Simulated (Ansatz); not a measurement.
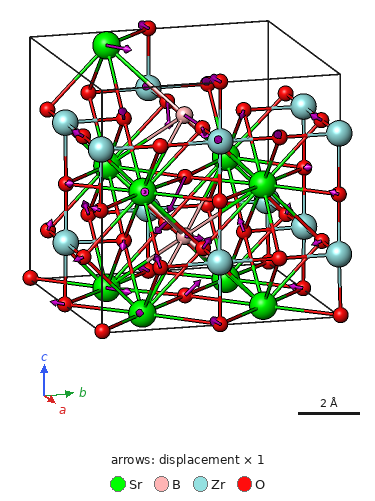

A relaxation of a defect cell of composition Sr$_{8}$B$_{2}$Zr$_{6}$O$_{24}$. The starting structure is drawn; purple arrows show the displacements, at their true length.

A ball-and-stick model of the cell of the calculation (origin shifted), seen slightly off an axis.

The atoms of the start lie slightly off their symmetric places, so part of the fall in energy undoes that.

Theory: Ansatz 0.2.0, DFT, PBEsol, PAW, plane waves.

Input file:
```yaml
crystal:
  lattice:
    - [8.260000, 0.000000, 0.000000]
    - [0.000000, 8.260000, 0.000000]
    - [0.000000, 0.000000, 8.260000]
  atoms:
    - { symbol: Sr, position: [0.995931, 0.999652, 0.995544] }
    - { symbol: Sr, position: [0.999162, 0.002326, 0.500358] }
    - { symbol: Sr, position: [0.999406, 0.499049, 0.000514] }
    - { symbol: Sr, position: [0.998412, 0.500321, 0.503431] }
    - { symbol: Sr, position: [0.499371, 0.998101, 0.001044] }
    - { symbol: Sr, position: [0.500574, 0.998793, 0.502347] }
    - { symbol: Sr, position: [0.504327, 0.504164, 0.000448] }
    - { symbol: Sr, position: [0.498639, 0.504027, 0.499134] }
    - { symbol: B, position: [0.253025, 0.249769, 0.248727], spin: 0.167 }
    - { symbol: B, position: [0.252024, 0.249291, 0.748028], spin: 0.167 }
    - { symbol: Zr, position: [0.251518, 0.751443, 0.254539] }
    - { symbol: Zr, position: [0.252396, 0.749075, 0.749971] }
    - { symbol: Zr, position: [0.749830, 0.246788, 0.250558] }
    - { symbol: Zr, position: [0.751334, 0.249068, 0.749520] }
    - { symbol: Zr, position: [0.752406, 0.746522, 0.251055] }
    - { symbol: Zr, position: [0.748222, 0.749409, 0.748629] }
    - { symbol: O, position: [0.247532, 0.253726, 0.003194], spin: 0.167 }
    - { symbol: O, position: [0.253636, 0.251716, 0.493151], spin: 0.167 }
    - { symbol: O, position: [0.245001, 0.749865, 0.999299] }
    - { symbol: O, position: [0.251294, 0.752244, 0.497233] }
    - { symbol: O, position: [0.749493, 0.249549, 0.995210] }
    - { symbol: O, position: [0.748184, 0.248183, 0.502300] }
    - { symbol: O, position: [0.749965, 0.754726, 0.999079] }
    - { symbol: O, position: [0.744008, 0.749064, 0.496126] }
    - { symbol: O, position: [0.001637, 0.247523, 0.249207], spin: 0.167 }
    - { symbol: O, position: [0.000738, 0.252847, 0.748915], spin: 0.167 }
    - { symbol: O, position: [0.995554, 0.754358, 0.249076] }
    - { symbol: O, position: [0.003012, 0.749469, 0.748920] }
    - { symbol: O, position: [0.499615, 0.252555, 0.253125], spin: 0.167 }
    - { symbol: O, position: [0.501070, 0.249317, 0.748938], spin: 0.167 }
    - { symbol: O, position: [0.500407, 0.750799, 0.250165] }
    - { symbol: O, position: [0.500548, 0.748786, 0.748441] }
    - { symbol: O, position: [0.249868, 0.995893, 0.246821], spin: 0.167 }
    - { symbol: O, position: [0.248734, 0.995815, 0.750237], spin: 0.167 }
    - { symbol: O, position: [0.250901, 0.499833, 0.250223], spin: 0.167 }
    - { symbol: O, position: [0.245275, 0.500172, 0.750729], spin: 0.167 }
    - { symbol: O, position: [0.750609, 0.997866, 0.245582] }
    - { symbol: O, position: [0.752654, 0.997150, 0.747045] }
    - { symbol: O, position: [0.750577, 0.497255, 0.250146] }
    - { symbol: O, position: [0.749931, 0.499197, 0.749226] }
  symmetry: { detect: false }
kpoints:
  mp_grid: { grid: [1, 1, 1], shift: [0.25, 0.25, 0.25] }
hamiltonian:
  xc: pbesol
magnetization:
  spin_polarized: true
scf:
  occupations: { method: fermi_dirac, width: 0.01 }
relax:
  f_tol: 0.03
  max_steps: 80
  escape_saddle: false
  adjacent_minimum: "off"
output:
  forces: true
  eigenvalues: true
  populations: true
```

Run as
```bash
ansatz run in.yaml --threads 8 --pin off --max-ram 118750MiB --runs-dir r --events-out ev --progress --plain --backend cuda --devices 0, --max-vram 170GiB
```

Q: Describe the change and its energy.

A: The atom that moves furthest is O18 (1.51 Å along [−1 −1 −3]). Largest moves by element: O 1.51 Å, Sr 1.16 Å, B 0.76 Å, Zr 0.52 Å. The lattice vectors keep their values. Near-neighbour distances that change, for instance: Sr1–O18 5.075 → 3.008 Å, Sr6–O26 5.059 → 3.169 Å, Zr14–O26 2.060 → 3.899 Å, Sr1–O37 2.893 → 4.350 Å. New bonds form, among them: B10–O26 (2.08 → 1.35 Å), B10–O30 (2.06 → 1.46 Å), B10–O36 (2.07 → 1.38 Å), B9–O17 (2.03 → 1.43 Å). Bonds break, among them: Sr1–O21 (2.90 → 4.01 Å), Sr1–O23 (2.87 → 3.85 Å), Sr1–O37 (2.89 → 4.35 Å), Sr1–O38 (2.87 → 3.83 Å). Among the angles between lasting bonds that change: Sr1–O25–Zr13 89.2° → 141.5°, O25–Sr1–O34 119.6° → 169.9°, Sr1–O26–Sr4 178.7° → 130.3°. Over 33 geometry steps the energy falls by 13.024 eV per cell of the calculation. Largest force component: 2.8 eV/Å at the start, 0.027 eV/Å at the end. The run took 43 s on 1 × NVIDIA GB200 with 8 threads of Arm Neoverse-V2, peak memory 1.8 GiB.

Limits of the set-up: the periodic images lie only 8.3 Å apart, so the values are limited by the cell's size.
